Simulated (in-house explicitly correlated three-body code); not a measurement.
# Two electrons around a charge of +1.4: exact states and exact Kohn–Sham parts

System: two electrons around a charge of +1.4. A variational three-body run gives its energies and expectation values, then the exact Kohn–Sham parts of the ground state and the errors of common functionals.

Method: two electrons, non-relativistic, variational in exponentially correlated functions. Code: in-house explicitly correlated three-body code version 1.

### Step 1. What is computed

```
charge of the centre : +1.4
mass of the centre   : infinite
interactions         : Coulomb
basis                : 260 functions exp(−a r1 − b r2 − g r12) a state, exponent ranges optimised
units                : hartree and bohr; relativity and QED are left out
```

### Step 2. The variational calculation

Settings:

```ini
Z = 1.4
interaction_strength = 1.0
functions = 260
states_tried = 13
```

Started as:

```sh
$ python run_hyl.py task.json out
```

The program writes no log. Results of the run, from its result record (rounded, main fields):

```text
status: converged
states [hartree, bohr]:
  - {"name": "1 1S", "E": -1.23757713449, "change": 3e-10, "T": 1.2375771318, "inv_r": 1.088476989, "inv_r12": 0.572581303, "r": 1.49628398, "r2": 3.19360114, "r12": 2.33990363, "r12_2": 6.81914078, "cos": -0.08780773, "p1p2": 0.083048875, "d1": 0.5373143, "d12": 0.020495}
  - {"name": "2 3S", "E": -1.015968968117, "change": 6.9e-11, "T": 1.0159689687, "inv_r": 0.7765100586, "inv_r12": 0.1422902273, "r": 4.77416995, "r2": 43.637081, "r12": 8.57949047, "r12_2": 87.566069, "cos": -0.01504385, "p1p2": 0.0020671407, "d1": 0.4423064, "d12": 0.0}
  - {"name": "2 1S", "E": -1.007905513403, "change": 8.4e-10, "T": 1.0079055193, "inv_r": 0.7613763834, "inv_r12": 0.1160428407, "r": 5.99990148, "r2": 70.6841584, "r12": 11.0028268, "r12_2": 141.614353, "cos": -0.01051354, "p1p2": 0.002775953, "d1": 0.4407679, "d12": 0.00076822}
  - {"name": "2 3P", "E": -1.000859494422, "change": 4.1e-09, "T": 1.0008595229, "inv_r": 0.7531306868, "inv_r12": 0.1070469056, "r": 6.42717188, "r2": 84.9871583, "r12": 11.8564518, "r12_2": 170.249163, "cos": -0.01307238, "p1p2": -0.0047656623, "d1": 0.4354442, "d12": 0.0}
  - {"name": "2 1P", "E": -1.000031210246, "change": 1.8e-09, "T": 1.0000312198, "inv_r": 0.7498554726, "inv_r12": 0.09953289309, "r": 6.78439325, "r2": 94.4084357, "r12": 12.5593829, "r12_2": 189.024172, "cos": -0.007223118, "p1p2": 0.0031232118, "d1": 0.4366518, "d12": 1.7999e-05}
  - {"name": "3 3S", "E": -0.9928055440473, "change": 3.2e-09, "T": 0.99280567363, "inv_r": 0.7291310407, "inv_r12": 0.05595569627, "r": 12.2898389, "r2": 316.562876, "r12": 23.5434805, "r12_2": 633.248304, "cos": -0.003377054, "p1p2": 0.00045295498, "d1": 0.4379397, "d12": 0.0}
  - {"name": "3 1S", "E": -0.9909582530039, "change": 2e-08, "T": 0.99095802122, "inv_r": 0.7253347223, "inv_r12": 0.04902094816, "r": 14.2785151, "r2": 430.311488, "r12": 27.5145798, "r12_2": 860.731618, "cos": -0.002735907, "p1p2": 0.00069290393, "d1": 0.4377435, "d12": 0.00019337}
  - {"name": "3 3P", "E": -0.9891694737626, "change": 1.3e-08, "T": 0.98916969933, "inv_r": 0.7232298787, "inv_r12": 0.04670448722, "r": 15.6087378, "r2": 526.028792, "r12": 30.1754694, "r12_2": 1052.17486, "cos": -0.003890476, "p1p2": -0.0015570916, "d1": 0.4363112, "d12": 0.0}
  - {"name": "3 1P", "E": -0.9888905872317, "change": 5.7e-09, "T": 0.98889071929, "inv_r": 0.7221470906, "inv_r12": 0.04423054711, "r": 16.1658391, "r2": 563.39034, "r12": 31.2860172, "r12_2": 1126.87594, "cos": -0.002046715, "p1p2": 0.001049305, "d1": 0.4367043, "d12": 6.1886e-06}
  - {"name": "4 1S", "E": -0.985829402372, "change": 1.3e-07, "T": 0.9858307191, "inv_r": 0.7137742237, "inv_r12": 0.02690770491, "r": 26.3072135, "r2": 1495.96169, "r12": 51.558259, "r12_2": 2991.98103, "cos": -0.001079529, "p1p2": 0.00026987239, "d1": 0.4371191, "d12": 7.5753e-05}
  - {"name": "4 3P", "E": -0.9851215695873, "change": 5e-08, "T": 0.98512255998, "inv_r": 0.7129344058, "inv_r12": 0.02597220667, "r": 28.5464186, "r2": 1783.18391, "r12": 56.0369972, "r12_2": 3566.43193, "cos": -0.001632614, "p1p2": -0.0006718172, "d1": 0.4365438, "d12": 0.0}
  - {"name": "4 1P", "E": -0.9849996641942, "change": 4.1e-08, "T": 0.98500139306, "inv_r": 0.7124645686, "inv_r12": 0.02489973486, "r": 29.2943705, "r2": 1876.50031, "r12": 57.5313125, "r12_2": 3753.05363, "cos": -0.0008501082, "p1p2": 0.00045969694, "d1": 0.4367597, "d12": 2.7039e-06}
threshold [hartree]: -0.98
transitions:
  - ["1 1S", "2 1P", 0.23754592, 0.5440477]
  - ["1 1S", "3 1P", 0.24868655, 0.1559077]
  - ["1 1S", "4 1P", 0.25257747, 0.0647957]
  - ["2 1S", "2 1P", 0.0078743032, 129.7666]
  - ["2 1S", "3 1P", 0.019014926, 1.807058]
  - ["2 1S", "4 1P", 0.022905849, 0.7686905]
  - ["3 1S", "2 1P", -0.0090729572, 46.5573]
  - ["3 1S", "3 1P", 0.0020676658, 797.5055]
  - ["3 1S", "4 1P", 0.0059585888, 2.799287]
  - ["4 1S", "2 1P", -0.014201808, 4.030503]
  - ["4 1S", "3 1P", -0.0030611849, 279.5871]
  - ["4 1S", "4 1P", 0.00082973818, 2686.49]
  - ["2 3S", "2 3P", 0.015109474, 83.37933]
  - ["2 3S", "3 3P", 0.026799494, 0.1566571]
  - ["2 3S", "4 3P", 0.030847399, 0.000821808]
  - ["3 3S", "2 3P", -0.0080539504, 76.2663]
  - ["3 3S", "3 3P", 0.0036360703, 550.1711]
  - ["3 3S", "4 3P", 0.0076839745, 3.353351]
polarisability [au]: {"1 1S": {"alpha": 10.44767, "c6": 28.3468, "f_sum": 1.999906}}
kohn_sham [hartree]: {"Ts": 1.20477429, "hartree": 1.29224248, "Ex": -0.646121241, "Tc": 0.0328028441, "Uc": -0.0735399379, "Ec": -0.0407370938, "norm": 1.99999998}
hartree_fock [hartree]: [-1.1971074132, -0.273978016]
```

«change» is the move of the energy from 170 to 260 functions; states that moved too far are left out. d1 and d12 are the expectation values of δ(r1) and δ(r12).

It took 34 s on 1 thread of Intel Xeon Platinum 8488C (Sapphire Rapids), shared host.

### Step 3. Levels

Binding counts from the one-electron threshold at -0.980000 hartree:

```
state  binding (eV)  excitation (eV)  quantum defect    ⟨r⟩  ⟨r12⟩ (bohr)  ⟨cos θ12⟩
 1 ¹S       7.00903                0           0.443  1.496         2.340    -0.0878
 2 ³S      0.978765          6.03027           0.509  4.774         8.579    -0.0150
 2 ¹S      0.759348          6.24968           0.307  6.000         11.00    -0.0105
 2 ³P      0.567616          6.44142           0.042  6.427         11.86    -0.0131
 2 ¹P      0.545077          6.46395           0.002  6.784         12.56    -0.0072
 3 ³S      0.348457          6.66057           0.501  12.29         23.54    -0.0034
 3 ¹S      0.298189          6.71084           0.298  14.28         27.51    -0.0027
 3 ³P      0.249514          6.75952           0.046  15.61         30.18    -0.0039
 3 ¹P      0.241925          6.76711           0.000  16.17         31.29    -0.0020
 4 ¹S      0.158626          6.85040           0.295  26.31         51.56    -0.0011
 4 ³P      0.139365          6.86967           0.048  28.55         56.04    -0.0016
 4 ¹P      0.136048          6.87298           0.000  29.29         57.53    -0.0009
```

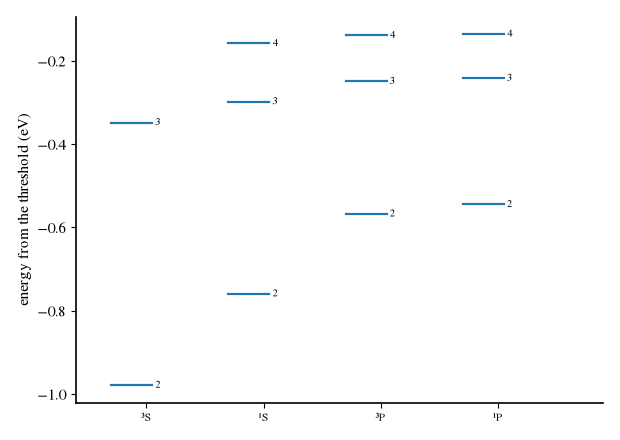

Excited levels under the threshold, term by term; numbers give n.

### Step 4. Electric-dipole lines

Oscillator strengths from the S state (negative where P lies lower) and rates of the upper state's decay:

```
   S     P  E(P) − E(S) (eV)          f  rate (1/s)
1 ¹S  2 ¹P            6.4640    0.08616   5.207e+07
1 ¹S  3 ¹P            6.7671    0.02585   1.712e+07
1 ¹S  4 ¹P            6.8730    0.01091   7.455e+06
2 ¹S  2 ¹P           0.21427     0.6812   4.524e+05
2 ¹S  3 ¹P           0.51742    0.02291   8.871e+04
2 ¹S  4 ¹P           0.62330    0.01174   6.596e+04
3 ¹S  2 ¹P          -0.24689    -0.2816   7.448e+05
3 ¹S  3 ¹P          0.056264      1.099   5.034e+04
3 ¹S  4 ¹P           0.16214    0.01112   4.228e+03
4 ¹S  2 ¹P          -0.38645   -0.03816   2.473e+05
4 ¹S  3 ¹P         -0.083299    -0.5706   1.718e+05
4 ¹S  4 ¹P          0.022578      1.486   1.096e+04
2 ³S  2 ³P           0.41115     0.8399   2.054e+06
2 ³S  3 ³P           0.72925   0.002799   2.153e+04
2 ³S  4 ³P           0.83940  1.690e-05   1.722e+02
3 ³S  2 ³P          -0.21916    -0.4095   8.535e+05
3 ³S  3 ³P          0.098943      1.334   1.888e+05
3 ³S  4 ³P           0.20909    0.01718   1.086e+04
```

### Step 5. Kohn–Sham potentials from the exact density

With two electrons in one orbital the density fixes the Kohn–Sham potential directly; exchange is minus half the Hartree term. On a radial grid:

```csv
r (bohr),4πr²n,v_x,v_c,pair density 4πr12²h,Coulomb hole
0.148,0.1964,-1.068,-0.055,0.006336,-0.00751
0.206,0.3249,-1.052,-0.047,0.01264,-0.0137
0.286,0.5050,-1.026,-0.035,0.02505,-0.0238
0.397,0.7260,-0.9827,-0.018,0.04906,-0.0389
0.552,0.9426,-0.9178,0.003,0.09355,-0.0574
0.768,1.070,-0.8275,0.023,0.1680,-0.0705
1.07,1.025,-0.7130,0.035,0.2709,-0.0609
1.48,0.8025,-0.5867,0.033,0.3629,-0.0194
2.06,0.4856,-0.4576,0.020,0.3719,0.0295
2.86,0.2135,-0.3432,0.008,0.2556,0.0373
3.98,0.05994,-0.2503,0.001,0.09932,0.0119
5.53,0.009149,-0.1808,0.000,0.01799,-7.88e-04
```

The last two columns are read against r12, and the hole is the exact less the Kohn–Sham pair density.

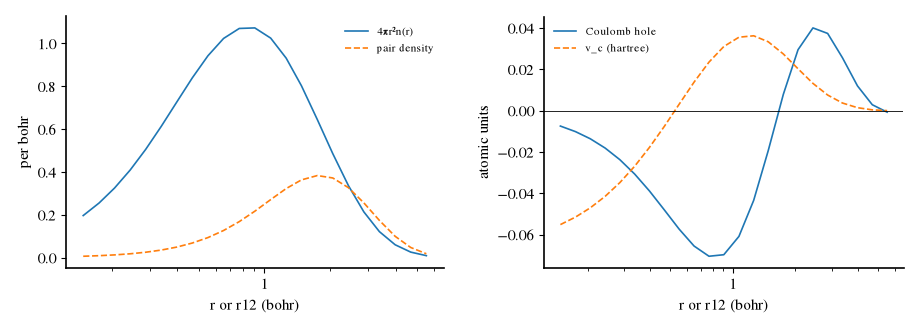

Radial density and pair density (left); Coulomb hole and correlation potential (right).

### Step 6. Functionals against the exact answer

Errors in millihartree. The functional-driven error is that on the exact density; the rest comes from the functional's own density. Hybrids were run self-consistently alone, so they have no split; a dash in a self-consistent column means that the top level came out unbound:

| functional | exchange | correlation | functional-driven | density-driven | total, self-consistent | top level + binding (eV) |
| --- | --- | --- | --- | --- | --- | --- |
| LDA VWN5 | +86.3 | -52.0 | +34.3 | -1.2 | +33.1 | +4.94 |
| LDA PW92 | +86.3 | -51.8 | +34.5 | -1.2 | +33.3 | +4.94 |
| PBE | +1.7 | +3.1 | +4.7 | -0.7 | +4.0 | +4.95 |
| PBEsol | +31.7 | -6.1 | +25.6 | -0.7 | +24.9 | +5.05 |
| BLYP | -5.4 | +2.5 | -2.9 | -1.0 | -4.0 | +4.92 |
| RPBE | -9.8 | +3.1 | -6.7 | -0.9 | -7.6 | +4.93 |
| PW91 | -0.3 | +0.5 | +0.2 | -0.8 | -0.5 | +4.89 |
| BP86 | -5.4 | -1.9 | -7.3 | -0.5 | -7.9 | +4.82 |
| OLYP | -5.0 | +2.5 | -2.5 | -1.2 | -3.8 | +5.01 |
| AM05 | +65.0 | -39.7 | +25.4 | -0.9 | +24.5 | +5.06 |
| TPSS | -6.3 | +1.8 | -4.5 | -0.3 | -4.8 | +4.74 |
| revTPSS | -5.5 | -1.7 | -7.2 | -0.2 | -7.4 | +4.62 |
| SCAN | -6.4 | +6.0 | -0.5 | -0.2 | -0.6 | +4.60 |
| r2SCAN | -6.4 | +6.0 | -0.5 | -0.2 | -0.6 | +4.60 |
| M06-L | -8.9 | +5.7 | -3.2 | -2.3 | -5.5 | +4.62 |
| PBE0 | – | – | – | – | +4.2 | +3.50 |
| B3LYP (VWN-RPA) | – | – | – | – | -11.9 | +3.62 |
| HSE06 | – | – | – | – | +3.5 | +3.90 |
| ωB97X | – | – | – | – | -2.8 | +0.78 |
| r2SCAN0 | – | – | – | – | +1.1 | +3.24 |

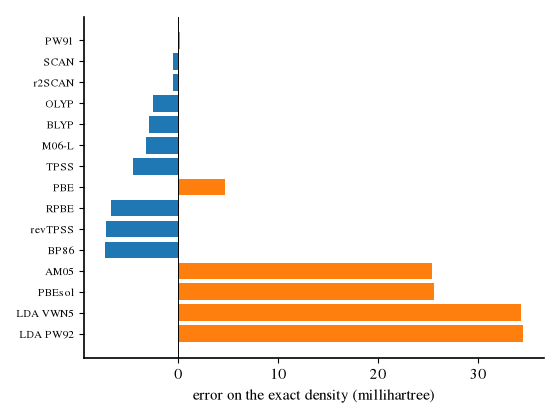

Exchange–correlation error of each functional on the exact density.

### Step 7. Outcome

```
                          quantity                                value
               ground-state energy                  -1.23757713 hartree
    binding of the second electron                            7.0090 eV
                  ⟨r12⟩, ⟨cos θ12⟩                  2.340 bohr, -0.0878
          resonance line 1 ¹S–2 ¹P                6.4640 eV, f = 0.0862
polarisability of the ground state                         10.448 bohr³
            Ts, Ex, Ec (Kohn–Sham)  1.20477, -0.64612, -0.04074 hartree
           exact less Hartree–Fock                     -0.04047 hartree
```

In words: The second electron is bound by 7.009 eV, and the mean cosine of -0.088 shows the electrons leaning only slightly to opposite sides. The virial ratio −T/E is 1.0000000, where an exact Coulomb state gives 1. Exchange puts 2 ³S 0.219 eV under 2 ¹S. On the exact density PW91 errs least (+0.2 millihartree) and LDA PW92 most (+34.5). Self-consistent top levels of the semilocal functionals lie +4.6 to +5.1 eV from minus the binding energy, the exact Kohn–Sham level.
